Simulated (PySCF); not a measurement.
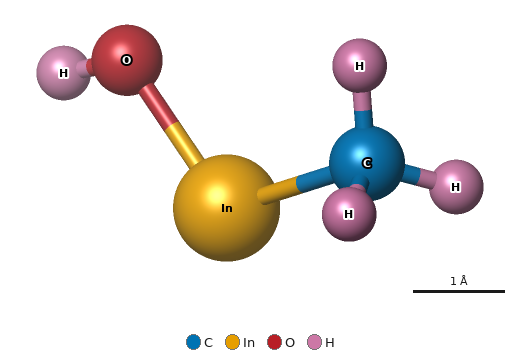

Figure 1. The structure (ball-and-stick view, seen at a tilt). Sticks mark near contacts.

Run report: CH₄InO, property calculation

CH₄InO, multiplicity 2, SMILES [CH3][In][OH], computed with SVWN5/def2-TZVP, UKS, core potentials def2-svp (PySCF 2.14.0).

The geometry comes from this level: PBE0-D4/def2-TZVP.

Input file (calc.py):
```python
from pyscf import gto, dft

molecule = gto.M(
    atom='input.xyz',
    ecp={'In': 'def2-svp'},
    max_memory=1860,
    basis='def2-tzvp',
    spin=1,
    charge=0,
    verbose=3,
)

mf = dft.UKS(molecule, xc='svwn')
mf.grids.level = 4
mf.conv_tol = 1e-10
mf.kernel()
if not mf.converged:
    mf = mf.newton().run(mf.mo_coeff, mf.mo_occ)

e_tot = mf.e_tot
print('Final energy', e_tot)
dip = mf.dip_moment()
pop, q = mf.mulliken_pop()
quad = mf.quad_moment()
```

File input.xyz:
```
7
CH4InO
C     -1.112400     0.553800    -0.247900
In     0.751900    -0.484100    -0.796600
O      1.860000    -0.880900     0.836200
H     -1.965200    -0.017100    -0.612500
H     -1.110000     1.548400    -0.692400
H     -1.115200     0.612100     0.840900
H      2.690900    -1.332100     0.672300
```

Machine: 1 thread of Arm Neoverse V2, 24 GiB of memory available, shared host.

Run as:
```bash
OMP_NUM_THREADS=1 python calc.py
```

Output:
```
WARN: HOMO -0.593979259660721 >= LUMO -0.593979259660721

converged SCF energy = -304.674600164931  <S^2> = 0.7515409  2S+1 = 2.0015403
Final energy -304.67460016493123
Dipole moment(X, Y, Z, Debye): -0.32092, -0.00588, -1.58924
 ** Mulliken pop       alpha | beta **
pop of  0 C 1s        0.42050 | 0.41996
pop of  0 C 2s        0.56340 | 0.56430
pop of  0 C 3s        0.26790 | 0.25192
pop of  0 C 4s        0.33891 | 0.32465
pop of  0 C 5s        0.07747 | 0.09290
pop of  0 C 2px       0.24715 | 0.18018
pop of  0 C 2py       0.23690 | 0.21158
pop of  0 C 2pz       0.23682 | 0.22023
pop of  0 C 3px       0.25413 | 0.18838
pop of  0 C 3py       0.22829 | 0.20332
pop of  0 C 3pz       0.22331 | 0.20843
pop of  0 C 4px       0.14198 | 0.11036
pop of  0 C 4py       0.11437 | 0.10607
pop of  0 C 4pz       0.10426 | 0.10709
pop of  0 C 3dxy      0.00074 | 0.00079
pop of  0 C 3dyz      0.00070 | 0.00069
pop of  0 C 3dz^2     0.00160 | 0.00169
pop of  0 C 3dxz      0.00032 | 0.00033
pop of  0 C 3dx2-y2    0.00086 | 0.00098
pop of  0 C 4dxy      0.00066 | 0.00044
pop of  0 C 4dyz      0.00036 | 0.00010
pop of  0 C 4dz^2     0.00049 | 0.00022
pop of  0 C 4dxz      0.00122 | 0.00062
pop of  0 C 4dx2-y2    0.00050 | 0.00041
pop of  0 C 4f-3      0.00026 | 0.00030
pop of  0 C 4f-2      0.00004 | 0.00004
pop of  0 C 4f-1      0.00002 | 0.00001
pop of  0 C 4f+0      0.00039 | 0.00041
pop of  0 C 4f+1      0.00003 | 0.00002
pop of  0 C 4f+2      0.00001 | 0.00004
pop of  0 C 4f+3      0.00005 | 0.00005
pop of  1 In 4s        0.20574 | 0.20150
pop of  1 In 5s       -0.43142 | -0.42284
pop of  1 In 6s        0.82494 | 0.81411
pop of  1 In 7s        0.40036 | 0.40634
pop of  1 In 8s        0.57240 | 0.46296
pop of  1 In 9s        0.38963 | 0.15751
pop of  1 In 4px      -0.06893 | -0.06863
pop of  1 In 4py      -0.06804 | -0.06786
pop of  1 In 4pz      -0.06915 | -0.06787
pop of  1 In 5px       1.06575 | 1.06547
pop of  1 In 5py       1.06388 | 1.06379
pop of  1 In 5pz       1.06611 | 1.06412
pop of  1 In 6px       0.12012 | 0.09366
pop of  1 In 6py       0.05950 | 0.04433
pop of  1 In 6pz       0.13247 | 0.04292
pop of  1 In 7px       0.05026 | 0.04985
pop of  1 In 7py       0.03963 | 0.03265
pop of  1 In 7pz       0.12184 | 0.02154
pop of  1 In 8px       0.00872 | 0.00442
pop of  1 In 8py       0.01192 | 0.01004
pop of  1 In 8pz       0.01528 | 0.00548
pop of  1 In 4dxy      0.87259 | 0.86996
pop of  1 In 4dyz      0.87276 | 0.87597
pop of  1 In 4dz^2     0.87352 | 0.87695
pop of  1 In 4dxz      0.87408 | 0.87708
pop of  1 In 4dx2-y2    0.87243 | 0.87201
pop of  1 In 5dxy      0.12486 | 0.12246
pop of  1 In 5dyz      0.12413 | 0.12156
pop of  1 In 5dz^2     0.12472 | 0.12210
pop of  1 In 5dxz      0.12550 | 0.12276
pop of  1 In 5dx2-y2    0.12450 | 0.12218
pop of  1 In 6dxy      0.01052 | 0.01092
pop of  1 In 6dyz      0.00987 | 0.00972
pop of  1 In 6dz^2     0.01771 | 0.01732
pop of  1 In 6dxz      0.00869 | 0.00668
pop of  1 In 6dx2-y2    0.01184 | 0.01139
pop of  1 In 4f-3      0.00214 | 0.00185
pop of  1 In 4f-2      0.00414 | 0.00336
pop of  1 In 4f-1      0.00227 | 0.00197
pop of  1 In 4f+0      0.00424 | 0.00359
pop of  1 In 4f+1      0.00587 | 0.00476
pop of  1 In 4f+2      0.00345 | 0.00295
pop of  1 In 4f+3      0.00230 | 0.00225
pop of  1 In 5f-3      0.00024 | 0.00017
pop of  1 In 5f-2      0.00033 | 0.00020
pop of  1 In 5f-1      0.00020 | 0.00016
pop of  1 In 5f+0      0.00023 | 0.00017
pop of  1 In 5f+1      0.00064 | 0.00044
pop of  1 In 5f+2      0.00031 | 0.00022
pop of  1 In 5f+3      0.00010 | 0.00010
pop of  2 O 1s        0.39125 | 0.39126
pop of  2 O 2s        0.59284 | 0.59290
pop of  2 O 3s        0.29810 | 0.29591
pop of  2 O 4s        0.45238 | 0.45130
pop of  2 O 5s        0.17710 | 0.18020
pop of  2 O 2px       0.29697 | 0.29453
pop of  2 O 2py       0.33233 | 0.33088
pop of  2 O 2pz       0.35045 | 0.28806
pop of  2 O 3px       0.28453 | 0.28288
pop of  2 O 3py       0.31370 | 0.31321
pop of  2 O 3pz       0.32536 | 0.27775
pop of  2 O 4px       0.13473 | 0.13444
pop of  2 O 4py       0.21140 | 0.21416
pop of  2 O 4pz       0.19323 | 0.18989
pop of  2 O 3dxy      0.00027 | 0.00027
pop of  2 O 3dyz      0.00006 | 0.00005
pop of  2 O 3dz^2     0.00017 | 0.00017
pop of  2 O 3dxz      0.00013 | 0.00011
pop of  2 O 3dx2-y2    0.00013 | 0.00013
pop of  2 O 4dxy      0.00137 | 0.00135
pop of  2 O 4dyz      0.00098 | 0.00096
pop of  2 O 4dz^2     0.00149 | 0.00165
pop of  2 O 4dxz      0.00150 | 0.00141
pop of  2 O 4dx2-y2    0.00069 | 0.00069
pop of  2 O 4f-3      0.00021 | 0.00021
pop of  2 O 4f-2      0.00005 | 0.00004
pop of  2 O 4f-1      0.00002 | 0.00003
pop of  2 O 4f+0      0.00002 | 0.00002
pop of  2 O 4f+1      0.00008 | 0.00009
pop of  2 O 4f+2      0.00003 | 0.00003
pop of  2 O 4f+3      0.00005 | 0.00005
pop of  3 H 1s        0.12840 | 0.12980
pop of  3 H 2s        0.22695 | 0.23102
pop of  3 H 3s        0.04849 | 0.04574
pop of  3 H 2px       0.00521 | 0.00444
pop of  3 H 2py       0.00353 | 0.00316
pop of  3 H 2pz       0.00280 | 0.00264
pop of  4 H 1s        0.12835 | 0.12966
pop of  4 H 2s        0.22707 | 0.23103
pop of  4 H 3s        0.04875 | 0.04582
pop of  4 H 2px       0.00339 | 0.00252
pop of  4 H 2py       0.00520 | 0.00494
pop of  4 H 2pz       0.00297 | 0.00279
pop of  5 H 1s        0.12919 | 0.12784
pop of  5 H 2s        0.22515 | 0.22540
pop of  5 H 3s        0.04667 | 0.03930
pop of  5 H 2px       0.00350 | 0.00242
pop of  5 H 2py       0.00266 | 0.00234
pop of  5 H 2pz       0.00549 | 0.00544
pop of  6 H 1s        0.12581 | 0.12677
pop of  6 H 2s        0.16855 | 0.17168
pop of  6 H 3s        0.02477 | 0.02339
pop of  6 H 2px       0.00992 | 0.00968
pop of  6 H 2py       0.00881 | 0.00886
pop of  6 H 2pz       0.00792 | 0.00745
In total            20.00000 | 19.00000
 ** Mulliken atomic charges   ( Nelec_alpha | Nelec_beta ) **
charge of  0C =     -0.66015  (     3.46364      3.19651 )
charge of  1In =      0.44008  (    10.58518      9.97474 )
charge of  2O =     -0.60624  (     4.36161      4.24463 )
charge of  3H =      0.16782  (     0.41538      0.41680 )
charge of  4H =      0.16750  (     0.41574      0.41676 )
charge of  5H =      0.18460  (     0.41267      0.40273 )
charge of  6H =      0.30638  (     0.34577      0.34784 )
Traceless quadrupole moment (Debye*A):
```

Key numbers:

| quantity | value |
| --- | --- |
| outcome | converged |
| total energy | −304.674600 hartree |
| basis functions | 136 |
| ⟨S²⟩ | 0.752 |
| dipole moment | 1.62 D |
| wall time | 26 s |
| peak memory | 0.6 GiB |
